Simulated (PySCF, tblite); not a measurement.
# Nitrosyl hydride (HNO): isotopologues and vibrational averages

How do isotopes change the rotational constants and shieldings of Nitrosyl hydride (HNO) (`N=O`)?

Computed with tblite 0.8.0 (tight binding) and PySCF 2.14.0 (DFT, with response routines of our own); each step states its level. Atoms count from 0 throughout.

## 1. The starting structure

3 atoms, charge 0, multiplicity 1; geometry from: force field or distance geometry start.

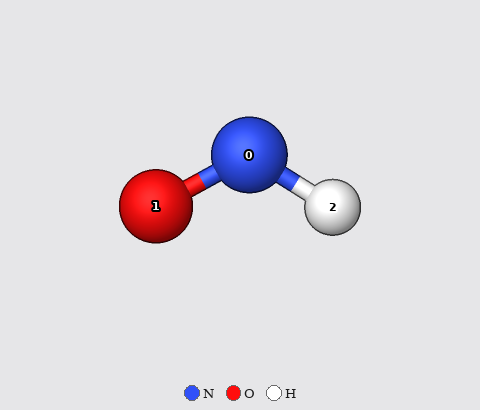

The starting geometry (nitrogen blue, oxygen red, hydrogen white), atoms numbered.

## 2. GFN2-xTB relaxation, lowest of a short conformer search

The job: settings as JSON, then the geometry in Å.

```
{"job": {"xc": "GFN2-xTB", "basis": "xTB", "kind": "relax"}, "charge": 0, "multiplicity": 1}
N     -0.031200     0.359500    -0.010600
O      0.967800    -0.150000    -0.046000
H     -0.890700    -0.219600     0.006400
```

Command:

```
> OMP_NUM_THREADS=1 python ens_run.py task.json out
```

The driver reads the study from task.json and runs its stages one after another.

Output:

```text
step      E/eV     max force
  0    -199.73745    8.391
  1    -199.41703    7.374
  2    -200.01175    3.067
  3    -200.04577    2.605
  4    -200.08259    0.399
  5    -200.08375    0.105
  6    -200.08409    0.079
  7    -200.08421    0.046
  8    -200.08423    0.009
  9    -200.08423    0.001
```

Wall time 0.02 s (1 thread of AMD EPYC 9R45, shared host).

The energy fell by 0.347 eV, and the atoms moved 0.04 Å (root mean square).

## 3. Tight optimisation and Hessian

The job: settings as JSON, then the geometry in Å.

```
{"job": {"xc": "PBE0", "basis": "pcSseg-2", "grid": 2, "temperatures": [298.15, 350], "kind": "geom"}, "charge": 0, "multiplicity": 1}
N     -0.054453     0.412061    -0.009196
O      0.990346    -0.179013    -0.047064
H     -0.889970    -0.243200     0.006047
```

Output:

```text
step   0  E = -3547.9344977 eV  max force = 1.23333
step   1  E = -3547.9583716 eV  max force = 0.15824
step   2  E = -3547.9590367 eV  max force = 0.01599
step   3  E = -3547.9590397 eV  max force = 0.00121
step   4  E = -3547.9590397 eV  max force = 0.00121
step   5  E = -3547.9590397 eV  max force = 0.00009
harmonic wavenumbers (cm-1): 1576.0 1724.8 2906.0
```

Wall time 13 s (1 thread of AMD EPYC 9R45, shared host); peak memory 0.39 GiB.

## 4. Displacements along the modes, parent

The job: settings as JSON, then the geometry in Å.

```
{"job": {"xc": "PBE0", "basis": "pcSseg-2", "grid": 2, "temperatures": [298.15, 350], "kind": "vib", "mass_numbers": [14, 16, 1]}, "charge": 0, "multiplicity": 1}
N     -0.053259     0.429226    -0.009001
O      0.964713    -0.187130    -0.046437
H     -0.865531    -0.252247     0.005225
```

Output:

```text
mode    cm-1    km/mol   phi_rrr   E(+)/cm-1  E(-)/cm-1
  1   1575.95    10.05    -136.6     279.02     288.92
  2   1724.82    86.17    -565.7     291.02     331.73
  3   2905.99   147.89   -2309.1     448.74     614.17
```

Run time: 5 s. Hardware: 1 thread of AMD EPYC 9R45, shared host; peak memory 0.39 GiB.

## 5. Displacements along the modes, 15N at atom 0

The job: settings as JSON, then the geometry in Å.

```
{"job": {"xc": "PBE0", "basis": "pcSseg-2", "grid": 2, "temperatures": [298.15, 350], "kind": "vib", "mass_numbers": [15, 16, 1]}, "charge": 0, "multiplicity": 1}
N     -0.053259     0.429226    -0.009001
O      0.964713    -0.187130    -0.046437
H     -0.865531    -0.252247     0.005225
```

Output:

```text
mode    cm-1    km/mol   phi_rrr   E(+)/cm-1  E(-)/cm-1
  1   1568.11     7.90    -107.3     278.65     286.43
  2   1697.35    86.41    -534.4     287.10     325.57
  3   2899.66   146.59   -2302.4     447.81     612.76
```

It took 5 s on 1 thread of AMD EPYC 9R45, shared host; peak memory 0.39 GiB.

## 6. Displacements along the modes, 18O at atom 1

The job: settings as JSON, then the geometry in Å.

```
{"job": {"xc": "PBE0", "basis": "pcSseg-2", "grid": 2, "temperatures": [298.15, 350], "kind": "vib", "mass_numbers": [14, 18, 1]}, "charge": 0, "multiplicity": 1}
N     -0.053259     0.429226    -0.009001
O      0.964713    -0.187130    -0.046437
H     -0.865531    -0.252247     0.005225
```

Output:

```text
mode    cm-1    km/mol   phi_rrr   E(+)/cm-1  E(-)/cm-1
  1   1572.36    10.18    -135.0     278.44     288.23
  2   1677.98    81.22     543.3     322.45     283.35
  3   2905.46   149.17   -2313.3     448.52     614.24
```

Wall time 5.1 s (1 thread of AMD EPYC 9R45, shared host); peak memory 0.39 GiB.

## 7. Displacements along the modes, 15N at atom 0, 18O at atom 1

The job: settings as JSON, then the geometry in Å.

```
{"job": {"xc": "PBE0", "basis": "pcSseg-2", "grid": 2, "temperatures": [298.15, 350], "kind": "vib", "mass_numbers": [15, 18, 1]}, "charge": 0, "multiplicity": 1}
N     -0.053259     0.429226    -0.009001
O      0.964713    -0.187130    -0.046437
H     -0.865531    -0.252247     0.005225
```

Output:

```text
mode    cm-1    km/mol   phi_rrr   E(+)/cm-1  E(-)/cm-1
  1   1564.08     7.04     -87.9     278.62     285.00
  2   1650.15    82.46     502.4     315.84     279.68
  3   2899.12   147.86   -2306.6     447.58     612.83
```

Run time: 5 s. Hardware: 1 thread of AMD EPYC 9R45, shared host; peak memory 0.39 GiB.

## 8. Displacements along the modes, 2H at atom 2

The job: settings as JSON, then the geometry in Å.

```
{"job": {"xc": "PBE0", "basis": "pcSseg-2", "grid": 2, "temperatures": [298.15, 350], "kind": "vib", "mass_numbers": [14, 16, 2]}, "charge": 0, "multiplicity": 1}
N     -0.053259     0.429226    -0.009001
O      0.964713    -0.187130    -0.046437
H     -0.865531    -0.252247     0.005225
```

Output:

```text
mode    cm-1    km/mol   phi_rrr   E(+)/cm-1  E(-)/cm-1
  1   1192.93     6.06     109.7     218.77     210.83
  2   1719.37    81.69    -574.2     289.79     331.10
  3   2127.36    75.08   -1383.7     337.57     436.83
```

It took 5 s on 1 thread of AMD EPYC 9R45, shared host; peak memory 0.39 GiB.

## 9. Displacements along the modes, 18O at atom 1, 2H at atom 2

The job: settings as JSON, then the geometry in Å.

```
{"job": {"xc": "PBE0", "basis": "pcSseg-2", "grid": 2, "temperatures": [298.15, 350], "kind": "vib", "mass_numbers": [14, 18, 2]}, "charge": 0, "multiplicity": 1}
N     -0.053259     0.429226    -0.009001
O      0.964713    -0.187130    -0.046437
H     -0.865531    -0.252247     0.005225
```

Output:

```text
mode    cm-1    km/mol   phi_rrr   E(+)/cm-1  E(-)/cm-1
  1   1186.78     6.61    -111.6     209.67     217.75
  2   1673.75    74.83    -558.4     282.11     322.28
  3   2126.34    77.74   -1396.7     336.97     437.16
```

It took 5 s on 1 thread of AMD EPYC 9R45, shared host; peak memory 0.39 GiB.

## 10. Displacements along the modes, 15N at atom 0, 2H at atom 2

The job: settings as JSON, then the geometry in Å.

```
{"job": {"xc": "PBE0", "basis": "pcSseg-2", "grid": 2, "temperatures": [298.15, 350], "kind": "vib", "mass_numbers": [15, 16, 2]}, "charge": 0, "multiplicity": 1}
N     -0.053259     0.429226    -0.009001
O      0.964713    -0.187130    -0.046437
H     -0.865531    -0.252247     0.005225
```

Output:

```text
mode    cm-1    km/mol   phi_rrr   E(+)/cm-1  E(-)/cm-1
  1   1186.98     5.93     108.2     217.65     209.82
  2   1689.18    79.68    -557.4     284.92     325.03
  3   2118.32    73.92    1377.6     434.96     336.14
```

Wall time 5 s (1 thread of AMD EPYC 9R45, shared host); peak memory 0.39 GiB.

## 11. Vibrational averages by isotopologue

The job: settings as JSON, then the geometry in Å.

```
{"job": {"xc": "PBE0", "basis": "pcSseg-2", "grid": 2, "temperatures": [298.15, 350], "kind": "iso"}, "charge": 0, "multiplicity": 1}
N     -0.053259     0.429226    -0.009001
O      0.964713    -0.187130    -0.046437
H     -0.865531    -0.252247     0.005225
```

Output:

```text
parent
  Be/MHz 563963.475 43563.669 40439.869
  B0/MHz 558456.417 43492.075 40180.405
  ZPE/cm-1 3103.4
  <sigma>(0 K)/ppm -1150.881 -2310.133 -0.931
15N at atom 0
  Be/MHz 559583.697 42304.333 39330.928
  B0/MHz 554039.795 42241.158 39087.933
  ZPE/cm-1 3082.6
  <sigma>(0 K)/ppm -1150.538 -2309.302 -0.923
18O at atom 1
  Be/MHz 563508.271 41248.483 38435.058
  B0/MHz 557937.79 41183.3 38199.183
  ZPE/cm-1 3077.9
  <sigma>(0 K)/ppm -1150.323 -2308.824 -0.919
15N at atom 0, 18O at atom 1
  Be/MHz 559137.744 39979.896 37311.985
  B0/MHz 553534.014 39922.762 37092.09
  ZPE/cm-1 3056.7
  <sigma>(0 K)/ppm -1149.961 -2307.958 -0.912
2H at atom 2
  Be/MHz 319029.073 39785.04 35373.704
  B0/MHz 317563.634 39665.56 35092.26
  ZPE/cm-1 2519.8
  <sigma>(0 K)/ppm -1147.588 -2311.197 -0.702
18O at atom 1, 2H at atom 2
  Be/MHz 318401.218 37642.504 33662.774
  B0/MHz 316886.381 37532.314 33404.133
  ZPE/cm-1 2493.4
  <sigma>(0 K)/ppm -1146.975 -2309.801 -0.689
15N at atom 0, 2H at atom 2
  Be/MHz 314301.609 38873.389 34594.659
  B0/MHz 312802.758 38763.946 34326.889
  ZPE/cm-1 2497.2
  <sigma>(0 K)/ppm -1147.233 -2310.342 -0.693
```

Run time: 50 s. Hardware: 1 thread of AMD EPYC 9R45, shared host; peak memory 0.39 GiB. This counts the whole study up to here.

Rotational constants (MHz) at equilibrium and in the ground state:

```tsv
isotopologue	Be	B0	zero-point change (cm⁻¹)
parent	563963.5, 43563.7, 40439.9	558456.4, 43492.1, 40180.4	0.0
15N at atom 0	559583.7, 42304.3, 39330.9	554039.8, 42241.2, 39087.9	-20.8
18O at atom 1	563508.3, 41248.5, 38435.1	557937.8, 41183.3, 38199.2	-25.5
15N at atom 0, 18O at atom 1	559137.7, 39979.9, 37312.0	553534.0, 39922.8, 37092.1	-46.7
2H at atom 2	319029.1, 39785.0, 35373.7	317563.6, 39665.6, 35092.3	-583.5
18O at atom 1, 2H at atom 2	318401.2, 37642.5, 33662.8	316886.4, 37532.3, 33404.1	-610.0
15N at atom 0, 2H at atom 2	314301.6, 38873.4, 34594.7	312802.8, 38763.9, 34326.9	-606.1
```

Shieldings of the first species (ppm): at equilibrium, the vibrational parts at 0 K, and the averages:

```tsv
atom	equilibrium	anharmonic	harmonic	0 K	298.15 K	350 K
N0	-1119.00	5.01	-36.89	-1150.88	-1150.55	-1150.58
O1	-2264.75	13.87	-59.26	-2310.13	-2310.74	-2311.00
H2	0.33	0.35	-1.61	-0.93	-0.86	-0.85
```

Isotope effects on the shieldings at 0 K (ppb; positive means more shielded):

```tsv
atom	15N at atom 0	18O at atom 1	15N at atom 0, 18O at atom 1	2H at atom 2	18O at atom 1, 2H at atom 2	15N at atom 0, 2H at atom 2
N0	344	558	921	3294	3907	3649
O1	832	1309	2175	-1064	333	-209
H2	7	11	19	229	242	238
```

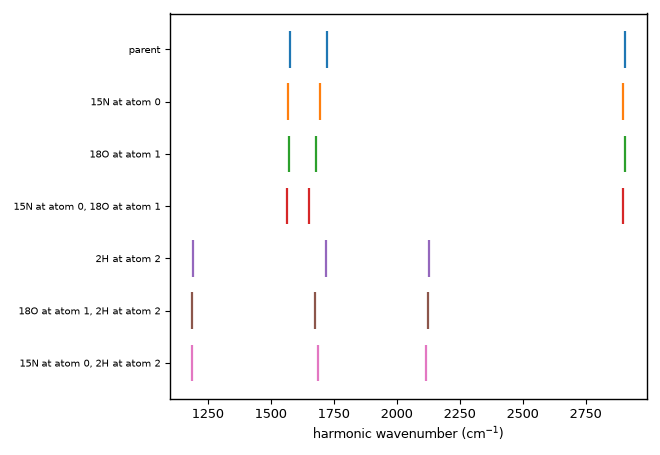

Harmonic wavenumbers of each isotopologue.

## 12. Outcome

```
                  quantity                           value
               point group                              Cs
   B0 of the first species  558456.4, 43492.1, 40180.4 MHz
         zero-point energy                       3103 cm⁻¹
zero-point change of σ(O1)                      -45.39 ppm
```

Zero-point motion changes the shielding of O1 most, by -45.39 ppm. The largest secondary isotope effect is 3907 ppb on N0, 1 bond from the change (18O at atom 1, 2H at atom 2).
